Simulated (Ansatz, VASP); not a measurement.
**FeI2 in two plane-wave programs**

One calculation is typed for both programs; each brings its own data sets and cutoff. How far apart do they land? The cell is a member of a volume series, scaled by 0.94 from a relaxed one, so a pressure remains.

Calculated with Ansatz 0.2.0; plane waves, with VASP 6.6.1 beside it; single point at PBEsol with D3(BJ), DFT+U.

## Step 1: The structure

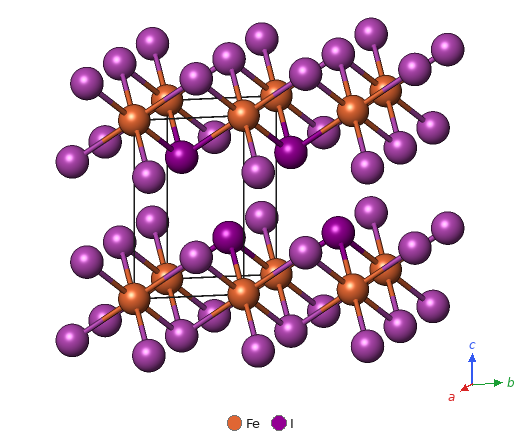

Start, viewed slightly off an axis; iron orange, iodine purple. 1×2×1 cells are drawn. Some periodic images of atoms are drawn too.

## Step 2: Ansatz: single point, PBEsol with D3(BJ), DFT+U

Ansatz runs on its default PAW (the set named soft_2) files.

A single point gives forces, pressure and levels at one fixed geometry, so differences don't come from the geometry; what else differs is listed under the comparison.

The input, input.yaml:

```yaml
crystal:
  lattice:
    - [3.8937985284, 0.0, 0.0]
    - [-1.9468992643, 3.3721284429, 0.0]
    - [0.0, 0.0, 6.3067260042]
  atoms:
    - { symbol: Fe, position: [0.0, 0.0, 0.0], spin: 3.623 }
    - { symbol: I, position: [0.3333333333, 0.6666666667, 0.2520740222], spin: 0.094 }
    - { symbol: I, position: [0.6666666667, 0.3333333333, 0.7479259778], spin: 0.094 }
hamiltonian:
  xc: pbesol
  pseudopotentials: { kind: paw }
  dispersion: d3bj
  hubbard: { sites: [{ species: Fe, l: d, u_eff: 4.0 }] }
magnetization:
  spin_polarized: true
kpoints:
  mp_grid: { grid: [6, 6, 3] }
scf:
  occupations: { method: gaussian, width: 0.05 }
  n_extra_bands: 7
output:
  forces: true
  stress: true
  eigenvalues: true
```

Run with:

```
$ ansatz run input.yaml --threads 2 --pin off --max-ram 4608MiB --backend cpu --events-out ev --progress --plain --runs-dir out
```

Numbers of over 12 decimals in the logs are rounded to 6 here.

Output:

```text
Warning: the band count 32 (scf.n_extra_bands) hosts the net moment |M| = 3.8110 μB (N_el = 50) but caps the reachable moment at 2·n_bands − N_el = 14.0000 μB, below the 33 bands that the automatic rule leaves for it — a moment growing past the seed, or the majority channel's smearing tail, pins there with fewer empty majority states than that count leaves; raise or omit scf.n_extra_bands unless the cap is intended
Fe: projections on atomic orbitals take those of the free atom [Ne] 3s2 3p6 3d6 4s2, of charge +0.00 (hamiltonian.pseudopotentials.projection_atoms); the dataset's partial waves leave at most 1.1e-6 of an orbital's norm unspanned inside its sphere
I: projections on atomic orbitals take those of the free atom [Kr] 4d10 5s2 5p5, of charge +0.00 (hamiltonian.pseudopotentials.projection_atoms); the dataset's partial waves leave at most 9.4e-6 of an orbital's norm unspanned inside its sphere
scf.n_extra_bands = 7 over 25 filled bands (N_el = 50.0): the run solves 32 bands
Engine: ansatz 0.2.0, x86_64-unknown-linux-gnu
Pseudopotentials: kind: paw
Pseudopotential: Fe, paw, valence charge 16, recommended cutoff 420 eV (normal), Fe.paw.azcp
Pseudopotential: I, paw, valence charge 17, recommended cutoff 420 eV (normal), I.paw.azcp
Functional definition: PBEsol
  exchange = pbesol_x
  correlation = pbesol_c
Crystal: 3 atoms, lattice volume = 82.810 Å³
Basis set: ecut = 420 eV, 1653 PW (Γ), exchange–correlation on 54×54×90 points (8 copies of the dense FFT grid, shifted against one another)
Bands: 32, of which v1, the nominal top of the filled ones, is band 25 counted from 1 (24 counted from 0)
Symmetry: 12 space group operations
Space group: P-3m1 (ITA 164), of the structure as read, at distance tolerance 4.4e-5 Å
Magnetic group: BNS 164.85 (UNI 1315), of the structure as read, at distance tolerance 4.4e-5 Å
k-points: 17 of 108
Non-local potential: Fe, projectors of the file, l = 0: 3, l = 1: 2, l = 2: 3, l = 3: 1
Non-local potential: I, projectors of the file, l = 0: 2, l = 1: 2, l = 2: 2, l = 3: 2
PAW form: soft (Blöchl's): semilocal exchange-correlation on the pseudo side does not see the compensation charge
PAW frozen core: Fe, regenerated for the run's functional, and the local potential with it (the file was generated under x = pbe(κ = 0.804, μ = 0.219515), c = pbe(β = 0.066725))
PAW frozen core: I, regenerated for the run's functional, and the local potential with it (the file was generated under x = pbe(κ = 0.804, μ = 0.219515), c = pbe(β = 0.066725))
PAW one-centre angular grid: Fe, 590 points (default); XC on 64 Gauss nodes
PAW one-centre angular grid: I, 590 points (default); XC on 64 Gauss nodes
Initial density: superposition of atomic densities (chi_scale 0.1, normalization cell, long waves kept (reshape's long-wave potential 0.08 eV rms))
Starting moments: Σ|m| = 3.811 μB on 3 of 3 sites
Initial wavefunctions: pseudopotential atomic-orbital guess
Functional: x = pbesol(κ = 0.804, μ = 0.123457), c = pbesol(β = 0.046)
SCF iter   1: F=—  HF=-19317.288642 eV  |F-HF|=—  |Δ(HF+E_count)|=         —  Δρ=2.39e-1 (↑4.26e-2 ↓2.39e-1)  dr2=9.05e1  dr2_m=8.56e0  M=1.000 μB ∫|m|=1.116 μB  β_m=0.30  ethr=3.10e-3  ⟨swp⟩=8.1  Hψ=4941  notcnv=0
preconditioner: auto → Resta (q_TF=auto, 2.508 Å⁻¹)  ε∞=4.7  [insulator: Δε(μ)=0.092 eV  Ē_g=10.010 eV  σ=0.050 eV  W_gap=0.78  n_scr=22 (ndim 8)  ℏωp=19.1 eV  f_vac=0.027  D(μ)=1.53/eV (n_scr^D=2)  ε∞_Penn≈4.7]
spin=Collinear: Resta preconditioning applied to the charge; magnetization (m = ρ↑ − ρ↓) channel mixes plain (no charge-response kernel on spin).
SCF iter   2: F=—  HF=-19316.062560 eV  |F-HF|=—  |Δ(HF+E_count)|=    1.23e0  Δρ=1.22e-1 (↑6.65e-2 ↓1.22e-1)  dr2=2.16e1  dr2_m=9.31e-1  M=4.010 μB ∫|m|=4.057 μB  β_m=0.30  ethr=3.10e-3  ⟨swp⟩=4.5  Hψ=2892  notcnv=0  defer=64
SCF iter   3: F=—  HF=-19312.658574 eV  |F-HF|=—  |Δ(HF+E_count)|=    3.40e0  Δρ=6.39e-2 (↑1.55e-2 ↓6.39e-2)  dr2=3.12e0  dr2_m=6.76e-1  M=4.000 μB ∫|m|=4.021 μB  β_m=1.00  ethr=3.10e-3  ⟨swp⟩=3.6  Hψ=2551  notcnv=0  defer=75
SCF iter   4: F=—  HF=-19312.079027 eV  |F-HF|=—  |Δ(HF+E_count)|=   5.80e-1  Δρ=8.72e-3 (↑5.54e-3 ↓8.72e-3)  dr2=8.56e-2  dr2_m=1.40e-2  M=4.000 μB ∫|m|=4.019 μB  β_m=0.30  ethr=3.10e-3  ⟨swp⟩=3.1  Hψ=2480  notcnv=0  defer=79
SCF iter   5: F=—  HF=-19312.226002 eV  |F-HF|=—  |Δ(HF+E_count)|=   1.47e-1  Δρ=4.30e-3 (↑4.30e-3 ↓4.30e-3)  dr2=9.28e-3  dr2_m=9.69e-3  M=4.000 μB ∫|m|=4.023 μB  β_m=0.30  ethr=1.71e-4  ⟨swp⟩=2.7  Hψ=2395  notcnv=0  defer=70
Mixer restart at iter 5: flushing history
spin-set hold released at iteration 5 (site moments contracting): the magnetisation degrees of freedom join the quasi-Newton model from the next iteration; the mixer history was flushed
SCF iter   6: F=—  HF=-19312.316412 eV  |F-HF|=—  |Δ(HF+E_count)|=   9.04e-2  Δρ=1.19e-2 (↑2.67e-3 ↓1.19e-2)  dr2=2.74e-2  dr2_m=3.45e-2  M=4.000 μB ∫|m|=4.029 μB  β_m=0.65  ethr=1.86e-5  ⟨swp⟩=2.0  Hψ=1985  notcnv=0  defer=70
SCF iter   7: F=—  HF=-19312.582945 eV  |F-HF|=—  |Δ(HF+E_count)|=   2.67e-1  Δρ=2.26e-2 (↑1.41e-3 ↓2.26e-2)  dr2=9.25e-2  dr2_m=1.02e-1  M=4.000 μB ∫|m|=4.029 μB  β_m=0.71  ethr=1.86e-5  ⟨swp⟩=2.0  Hψ=2016  notcnv=0  defer=70  recentre
[...]
SCF iter   7: F=—  HF=-19313.319873 eV  |F-HF|=—  |Δ(HF+E_count)|=   9.78e-4  Δρ=9.91e-5 (↑9.91e-5 ↓6.21e-5)  dr2=6.70e-6  dr2_m=3.11e-6  M=4.000 μB ∫|m|=4.006 μB  ethr=1.11e-7  ⟨swp⟩=1.5  Hψ=12684  notcnv=0
SCF iter   8: F=—  HF=-19313.320105 eV  |F-HF|=—  |Δ(HF+E_count)|=   2.31e-4  Δρ=3.97e-5 (↑3.97e-5 ↓2.27e-5)  dr2=1.31e-6  dr2_m=3.53e-7  M=4.000 μB ∫|m|=4.006 μB  ethr=2.53e-8  ⟨swp⟩=1.8  Hψ=12220  notcnv=0
SCF iter   9: F=—  HF=-19313.320120 eV  |F-HF|=—  |Δ(HF+E_count)|=   1.53e-5  Δρ=1.23e-5 (↑1.23e-5 ↓6.12e-6)  dr2=9.02e-8  dr2_m=2.27e-8  M=4.000 μB ∫|m|=4.006 μB  ethr=2.00e-10  ⟨swp⟩=2.0  Hψ=13280  notcnv=0
SCF iter  10: F=-19313.320121 eV  HF=-19313.320121 eV  |F-HF|=4.01e-9  |Δ(HF+E_count)|=   9.95e-7  Δρ=4.28e-6 (↑4.28e-6 ↓2.36e-6)  dr2=1.05e-8  dr2_m=4.71e-9  M=4.000 μB ∫|m|=4.006 μB  ethr=2.00e-10  ⟨swp⟩=1.8  Hψ=11375  notcnv=0
SCF iter  11: F=-19313.320121 eV  HF=-19313.320121 eV  |F-HF|=4.09e-9  |Δ(HF+E_count)|=  4.00e-11  Δρ=4.28e-6 (↑4.28e-6 ↓2.36e-6)  dr2=1.06e-8  dr2_m=4.71e-9  M=4.000 μB ∫|m|=4.006 μB  ethr=2.09e-11  ⟨swp⟩=1.1  Hψ=13342  notcnv=0
WARN: dispersion: an atom stands within reach of a switch of its C6 between two reference coordination numbers of its element: through that C6 alone, e_disp changes by 0.025 eV or more while the distances to its neighbours run over a stretch of 0.05 Å that contains this geometry (sites counted from 0 in the run's list of atoms or, in a supercell that it derives, in that cell's: here a list of 3) — site 0 (Fe): coordination number 5.556 (about 5.38 to 5.74 with every neighbour 0.05 Å farther or nearer), switch near 5.393 between the references 9.138 (weight 1.00) and 1.648 (weight 0.00), e_disp changing by some 0.11 eV. [rest of the remark cut]
SCF 4 converged in 11 iterations: F = -19313.320121 eV  dr2 = 1.06e-8
  greatest PAW one-centre occupation: 1.004 electrons in one spin orbital (limit 2), on the Fe atom at site 0 (counted from 0), in its partial waves of l = 1
iter 1 solved again at ethr=2.11e-11 eV; its pass at ethr=3.10e-3 eV (dr2=1.05e-8 eV) is discarded
SCF iter   1: F=—  HF=-19313.320121 eV  |F-HF|=—  |Δ(HF+E_count)|=         —  Δρ=4.28e-6 (↑4.28e-6 ↓2.36e-6)  dr2=1.06e-8  dr2_m=4.71e-9  M=4.000 μB ∫|m|=4.006 μB  β_m=0.30  ethr=2.11e-11  ⟨swp⟩=3.6  Hψ=15016  notcnv=0
preconditioner: auto → Resta (q_TF=auto, 2.508 Å⁻¹)  ε∞=4.6  [insulator: Δε(μ)=1.183 eV  Ē_g=10.030 eV  σ=0.050 eV  W_gap=1.00  n_scr=22 (ndim 8)  ℏωp=19.1 eV  f_vac=0.038  D(μ)=0.00/eV (n_scr^D=0)  ε∞_Penn≈4.6]
spin=Collinear: Resta preconditioning applied to the charge; magnetization (m = ρ↑ − ρ↓) channel mixes plain (no charge-response kernel on spin).
SCF iter   2: F=-19313.320121 eV  HF=-19313.320121 eV  |F-HF|=2.55e-11  |Δ(HF+E_count)|=  3.75e-10  Δρ=3.04e-6 (↑3.04e-6 ↓1.90e-6)  dr2=4.62e-9  dr2_m=3.24e-9  M=4.000 μB ∫|m|=4.006 μB  ethr=2.11e-11  ⟨swp⟩=6.2  Hψ=11396  notcnv=0
WARN: dispersion: an atom stands within reach of a switch of its C6 between two reference coordination numbers of its element: through that C6 alone, e_disp changes by 0.025 eV or more while the distances to its neighbours run over a stretch of 0.05 Å that contains this geometry (sites counted from 0 in the run's list of atoms or, in a supercell that it derives, in that cell's: here a list of 3) — site 0 (Fe): coordination number 5.556 (about 5.38 to 5.74 with every neighbour 0.05 Å farther or nearer), switch near 5.393 between the references 9.138 (weight 1.00) and 1.648 (weight 0.00), e_disp changing by some 0.11 eV. [rest of the remark cut]
SCF 5 converged in 2 iterations: F = -19313.320121 eV  dr2 = 4.62e-9
SCF converged after 2 iterations
Stability not told: the SCF's own minimisation came to no verdict on its close; the lowest value that the minimisation read is 1.3e-2 (residual 2.3e-4): no lower mode is shown, and none is ruled out
Magnetization: 4.0000 μB (27.0000 up, 23.0000 down)
Absolute magnetization: 4.0057 μB (∫|ρ↑−ρ↓|, with the PAW one-centre terms)
Spin contamination: 0.0100 ħ² per cell (⟨S²⟩ above its minimum at these occupations)
Per-site moments (μB) at R_I (Å): [(3.532923, 1.135779), (0.105193, 1.135779), (0.105193, 1.135779)]
Free energy (F): -19313.320121 eV
Harris-Foulkes:  -19313.320121 eV  (|F-HF|=2.55e-11)
Internal energy: -19313.320121 eV  (E = F + TS)
E sigma→0 (E₀):  -19313.320121 eV
Fermi energy:    9.725132 eV
--- Per-component energies (eV) ---
  E_band       = -1042.524582
  E_kinetic    = 721.976927
  E_local      = -6874.694241  (includes V_loc(G=0)·N_el)
  E_nonlocal   = 54.965902
  E_hartree    = 3305.401075
  E_xc         = -368.645696
  E_vxc        = -404.567894  (∫ρ·V_xc dr)
  E_hubbard    = 0.803722  (on-site DFT+U / exact-exchange correction)
  E_vhub       = -11.194750  (the Hubbard potential's part of the band-sum identity)
  E_paw        = -10813.910000  (= ΣΔE_a)
  E_vpaw       = -1139.813133  (= ΣTr[D̂ρ^β])
  E_aug_tail   = 0.000904  (compensation charges beyond the density's cutoff)
  E_ewald      = -5339.272940
  E_disp       = -0.949258  (pairwise vdW)
  E_core_change = 1.003486  (= ΣΔE_core)
  E_smearing   = -0.000000  (= −TS)
  E_closure    = 0.000000  (closes the sum)
  Σ components = -19313.320121   (vs F -19313.320121, Δ=0.00e0)
--- Forces (eV/Å), atoms counted from 1 ---
  atom   1  Fe     0.00000000     0.00000000     0.00000000
  atom   2  I     -0.00528677     0.00305567     0.25071856
  atom   3  I      0.00528677    -0.00305567    -0.25071856
  max |Σ_I F_I| component: 0.00e0 eV/Å
--- Stress (GPa, compression-positive) ---
        3.156559      -0.311385       0.037789
       -0.311427       2.784679      -0.023241
        0.037746      -0.023324       2.869834
  P = ⅓ Tr σ = 2.9370 GPa (29.370 kbar)
--- Band table (eV; the first three rows and the last of 112) ---
  k-point 0 ↑: bands = [... 21 lower, 4.8625, 8.4795, 8.5181, 8.7029, 8.8583, 8.9142, 12.7598, 13.2080, ... 3 higher]
  k-point 1 ↑: bands = [... 21 lower, 5.1047, 7.1242, 8.2996, 8.3419, 9.0731, 9.1328, 13.3962, 13.8454, ... 3 higher]
  k-point 2 ↑: bands = [... 21 lower, 4.7837, 6.9613, 7.7439, 7.8896, 8.8236, 9.0350, 13.7204, 14.1859, ... 3 higher]
  k-point 55 ↓: bands = [... 21 lower, 7.3648, 7.6960, 10.3491, 11.2738, 11.3021, 12.2221, 12.7104, 13.9425, ... 3 higher]
Occupation matrices written to <dir>
```

Elapsed: 75 s, on 2 threads of Intel Xeon 6975P-C (Granite Rapids), shared host; peak memory 1 GiB.

In the SCF lines HF is the Harris–Foulkes energy and dr2 the Hartree energy of the density residual, in eV; the loop may stop once dr2 is under the threshold and the program's other checks hold. Hψ counts applications of the Hamiltonian.

The run ends at a pressure of 2.94 GPa, with forces up to 0.25 eV/Å.

[end of part 1 of 3]

[Lines on the potential files, build, host, timing and source positions are cut from VASP's logs without a mark.]

[Logs are printed without paths, hosts, clocks, repeated set-up lines and the standing remarks that a program may print on its own settings, such as how far it seeks lower states.]

[Hosts, paths, dates, database ids (printed as entryN), source tags and the programs' standing remarks are cut or masked in the printed files.]
